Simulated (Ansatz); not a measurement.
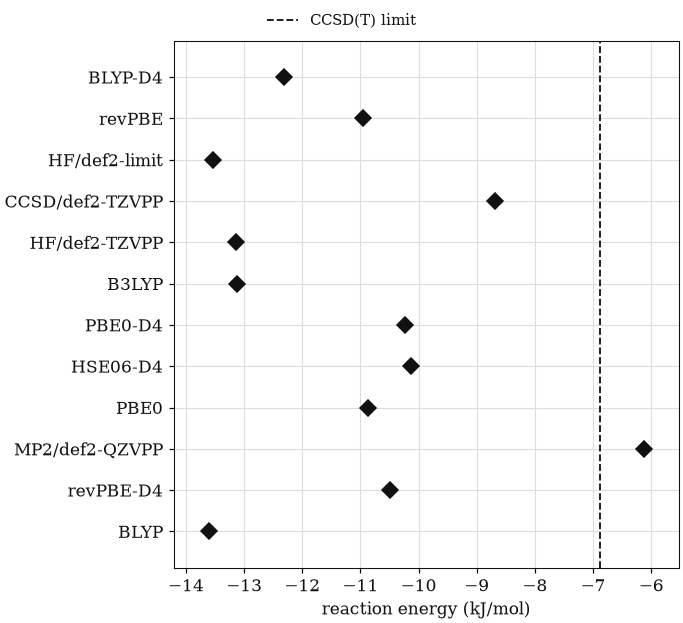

Electronic reaction energy of BHBr₂ (BrBBr) + HCl (Cl) → BHBrCl (ClBBr) + HBr (Br) (SMILES in brackets) at several levels (functionals in def2-TZVPP unless a basis is named), isolated molecules at PBE0-D4 triple-zeta geometries, minima by their frequencies, no zero-point or thermal terms, the Ansatz code 0.2.0. The line is frozen-core CCSD(T) at the basis limit (MP2 extrapolated from triple and quadruple zeta, plus CCSD(T) less MP2 in a smaller set). No dispersion term is added to revPBE, B3LYP, PBE0 and BLYP. The distance of CCSD/def2-TZVPP and MP2/def2-QZVPP to the limit includes basis error.

What do zero-point energy and temperature add?

Zero-point change −0.5 kJ/mol; at 298.15 K and 1 bar the CCSD(T) limit plus thermal terms gives an enthalpy of reaction of −7.8 and a free energy of −9.6 kJ/mol (harmonic PBE0-D4 modes, ideal gas).

Which level comes closest to the line (CCSD(T) limit), and which misses most?

Closest MP2/def2-QZVPP (−6.1 kJ/mol), against −6.9 kJ/mol; farthest BLYP (−13.6 kJ/mol).

Note: no scalar relativity up to krypton; outer-core shells are correlated without core-valence functions, which makes the correlated values less sure.
